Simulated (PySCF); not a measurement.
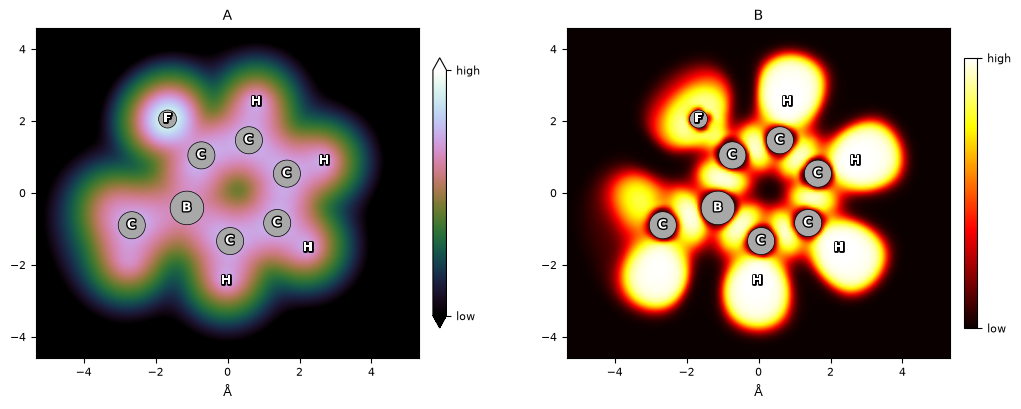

C$_{6}$H$_{7}$BF (charge −1): 2 fields on the plane of atoms B2, C7 and C6, with unlabelled colour scales. Grey discs cover the atomic cores.

Geometry: PBE0-D3(BJ)/def2-SVP.

Level of theory: PySCF, PBE0/def2-SVPD, SCF density, gas phase.

> Match the panels to the quantities (electron density and electron localisation function).

Panel A: electron density. Panel B: electron localisation function. From the grid: C–F (1.38 Å): ρ is about 2 e/Å³ halfway, with its minimum of 1.5 e/Å³ about 0.5 Å from C; the ELF peaks at about 0.85 between the atoms; a polar covalent bond. C–C (1.39 Å): ρ at the midpoint is about 2.1 e/Å³; the ELF peaks at about 0.95 between the atoms (a covalent bond).
